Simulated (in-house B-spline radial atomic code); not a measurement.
# B³⁺: ionisation energy by several methods

How far do functionals differ on the ionisation energy of B³⁺? Each run solves B³⁺ and then the next ion (1s1).

Program: in-house B-spline radial atomic code version 1. Level of theory: scalar-relativistic (X2C), several functionals, spin-polarised, exact exchange averaged over the configuration; spherical all-electron atom at the radial basis limit. These are calculated values, not measurements, unless marked.

## (1) The atom as given

| Item | Value |
| --- | --- |
| element | boron (Z = 5) |
| charge | +3 |
| electrons | 2 |
| configuration | 1s2 |
| nucleus | Fermi, rms radius 2.406 fm |

Where spins are not typed, each open shell is filled with up spins first.

## (2) HSE06

Settings, as recorded:

```ini
Z = 5
electrons = 2.0
configuration = 1s2
hamiltonian = x2c
method = hse06
spin_polarised = True
nucleus = fermi
rms_radius = 2.406
mass_number = 11
atomic_mass = 11.009305166
speed_of_light = 137.035999084
exact_exchange = averaged over the configuration
```

Started as:

```
$ python run_scf.py task.json out
```

The settings of every run stand in task.json; they run in order.

From the run's result record (rounded, not every field):

```text
{
  "status": "converged",
  "scf [iteration, energy, orbital gradient]": [
    [1, -21.7492810102, 0.132],
    [2, -22.0027085492, 0.0128],
    [3, -22.003964449, 0.0059],
    [4, -22.0042317621, 0.00271],
    [5, -22.0043068642, 0.000223],
    [6, -22.0043073532, 4.42e-07],
    [7, -22.0043073532, 1.97e-09]
  ],
  "energy [hartree]": {"total": -22.0043073532, "kinetic": 21.9722808463, "nuclear": -46.8590393009, "coulomb": 5.79017722952, "exact_exchange": -0.692777577854, "xc": -2.21494855032},
  "orbitals [hartree, bohr; up spins, the down spins are equal]": [
    ["name", "occ", "eps", "<r>", "<r^2>", "<1/r>", "r_max"],
    ["1s up", 1.0, -8.7556956, 0.32579, 0.14355, 4.6886, 0.20974]
  ],
  "sum_r [bohr^k]": {"-1": 9.377291, "1": 0.6515896, "2": 0.287091},
  "radius_at_0.001 [bohr]": 1.226,
  "radius_enclosing_fraction [bohr]": {"0.5": 0.2878, "0.9": 0.5848, "0.99": 0.9373},
  "slater [hartree]": {"F0(1s up,1s up)": 2.8951, "F0(1s up,1s down)": 2.8951, "F0(1s down,1s down)": 2.8951},
  "ionisation_energy [hartree]": 9.51627614
}
```

Run time: 0.26 s. Hardware: 1 thread, shared host.

The run also solves the next ion with the same method; the record keeps the difference, ionisation_energy. radius_at_0.001 is where the density falls to 0.001 electrons per bohr³.

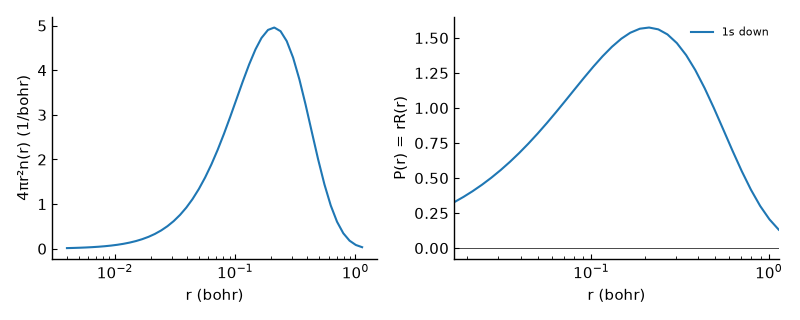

Radial density (left) and the radial functions of 1s down (right).

On the record's full grid the radial density has clear maxima near r = 0.21 bohr.

## (3) TPSSh

Settings: those of step 2 with these lines changed.

```diff
@@ -4,3 +4,3 @@
 hamiltonian = x2c
-method = hse06
+method = tpssh
 spin_polarised = True
```

From the record:

```text
{
  "status": "converged",
  "scf [iteration, energy, orbital gradient]": [
    [1, -22.0432805657, 0.0111],
    [2, -22.0439135084, 0.000337],
    [3, -22.043914676, 0.000151],
    [4, -22.0439149241, 6.76e-05],
    [5, -22.0439149912, 7.38e-06],
    [6, -22.0439149916, 8.76e-08]
  ],
  "energy [hartree]": {"total": -22.0439149916, "kinetic": 22.0107050587, "nuclear": -46.9041876693, "coulomb": 5.80265575889, "exact_exchange": -0.290132787944, "xc": -2.66295535199},
  "orbitals [hartree, bohr; up spins, the down spins are equal]": [
    ["name", "occ", "eps", "<r>"],
    ["1s up", 1.0, -8.6791715, 0.32497]
  ],
  "sum_r [bohr^k]": {"-1": 9.386303, "1": 0.6499307, "2": 0.2854232},
  "ionisation_energy [hartree]": 9.53952374
}
```

Wall time 0.21 s (1 thread, shared host).

Meta-GGA runs start from a PBE run whose iterations are not counted.

## (4) PBE0

Settings: those of step 3 with these lines changed.

```diff
@@ -4,3 +4,3 @@
 hamiltonian = x2c
-method = tpssh
+method = pbe0
 spin_polarised = True
```

From the record:

```text
{
  "status": "converged",
  "scf [iteration, energy, orbital gradient]": [
    [1, -21.7461920376, 0.133],
    [2, -21.9993554566, 0.0125],
    [3, -22.0004977609, 0.00578],
    [4, -22.0007427228, 0.00267],
    [5, -22.0008086323, 0.000206],
    [6, -22.0008090477, 5.31e-07],
    [7, -22.0008090477, 3.45e-09]
  ],
  "energy [hartree]": {"total": -22.0008090477, "kinetic": 21.968517896, "nuclear": -46.8554097399, "coulomb": 5.7903411178, "exact_exchange": -0.723792639725, "xc": -2.18046568189},
  "orbitals [hartree, bohr; up spins, the down spins are equal]": [
    ["name", "occ", "eps", "<r>"],
    ["1s up", 1.0, -8.7701668, 0.32579]
  ],
  "sum_r [bohr^k]": {"-1": 9.376561, "1": 0.6515704, "2": 0.2870754},
  "ionisation_energy [hartree]": 9.51448363
}
```

Run time: 0.35 s. Hardware: 1 thread, shared host.

## (5) B3LYP

Settings: those of step 4 with these lines changed.

```diff
@@ -4,3 +4,3 @@
 hamiltonian = x2c
-method = pbe0
+method = b3lyp
 spin_polarised = True
```

From the record:

```text
{
  "status": "converged",
  "scf [iteration, energy, orbital gradient]": [
    [1, -21.7718853789, 0.133],
    [2, -22.0256196541, 0.0138],
    [3, -22.0271343855, 0.00629],
    [4, -22.0274511269, 0.00287],
    [5, -22.0275333389, 0.000252],
    [6, -22.0275340344, 3.7e-07],
    [7, -22.0275340344, 2.81e-09]
  ],
  "energy [hartree]": {"total": -22.0275340344, "kinetic": 21.9738216522, "nuclear": -46.8595930197, "coulomb": 5.78867739488, "exact_exchange": -0.578867739488, "xc": -2.35157232227},
  "orbitals [hartree, bohr; up spins, the down spins are equal]": [
    ["name", "occ", "eps", "<r>"],
    ["1s up", 1.0, -8.7348, 0.32598]
  ],
  "sum_r [bohr^k]": {"-1": 9.377409, "1": 0.6519635, "2": 0.287671},
  "ionisation_energy [hartree]": 9.53874106
}
```

Wall time 0.16 s (1 thread, shared host).

## (6) LC-ωPBE

Settings: those of step 5 with these lines changed.

```diff
@@ -4,3 +4,3 @@
 hamiltonian = x2c
-method = b3lyp
+method = lc_wpbe
 spin_polarised = True
```

From the record:

```text
{
  "status": "converged",
  "scf [iteration, energy, orbital gradient]": [
    [1, -21.7422657744, 0.133],
    [2, -21.9948506548, 0.0137],
    [3, -21.9962603517, 0.00625],
    [4, -21.9965563827, 0.00285],
    [5, -21.9966390374, 0.000249],
    [6, -21.996639644, 6.89e-07],
    [7, -21.996639644, 9.75e-09]
  ],
  "energy [hartree]": {"total": -21.996639644, "kinetic": 21.956416469, "nuclear": -46.8384170683, "coulomb": 5.78228596901, "exact_exchange": -0.444600580859, "xc": -2.45232443281},
  "orbitals [hartree, bohr; up spins, the down spins are equal]": [
    ["name", "occ", "eps", "<r>"],
    ["1s up", 1.0, -8.7265766, 0.32646]
  ],
  "sum_r [bohr^k]": {"-1": 9.373181, "1": 0.6529111, "2": 0.2887185},
  "ionisation_energy [hartree]": 9.51429467
}
```

It took 0.15 s on 1 thread, shared host.

## (7) The ladder

| method | rung | total energy (hartree) | ΔSCF (eV) | −ε highest (eV) | ΔSCF less tabulated (eV) |
| --- | --- | --- | --- | --- | --- |
| TPSSh | global hybrid | -22.0439 | 259.58 | 236.17 (1s up) | +0.21 |
| PBE0 | global hybrid | -22.0008 | 258.90 | 238.65 (1s up) | -0.47 |
| B3LYP | global hybrid | -22.0275 | 259.56 | 237.69 (1s up) | +0.19 |
| HSE06 | range-separated hybrid | -22.0043 | 258.95 | 238.25 (1s up) | -0.42 |
| LC-ωPBE | range-separated hybrid | -21.9966 | 258.90 | 237.46 (1s up) | -0.48 |

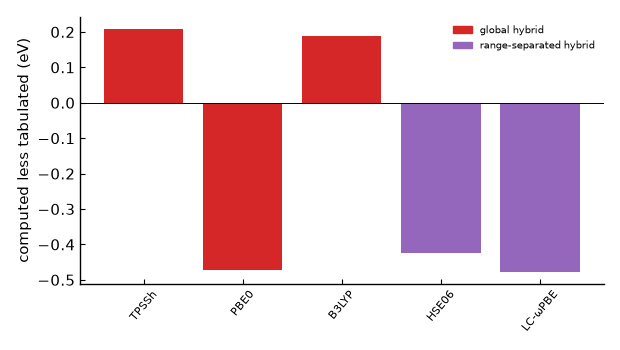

Error of each method against the tabulated value; one colour a rung.

**Reading.** The tabulated ionisation energy is 259.374 ± 9e-06 eV (tabulated theoretical; NIST Atomic Spectra Database). B3LYP comes nearest (+0.19 eV) and LC-ωPBE is farthest (-0.48 eV, 0.18 %).

What each method cost (CPU seconds, one thread, shared host; runs marked * also made radial tables):

| method | CPU time | miss (eV) |
| --- | --- | --- |
| LC-ωPBE | 0.15 s | -0.48 |
| B3LYP | 0.16 s | +0.19 |
| TPSSh | 0.21 s | +0.21 |
| HSE06* | 0.26 s | -0.42 |
| PBE0 | 0.34 s | -0.47 |
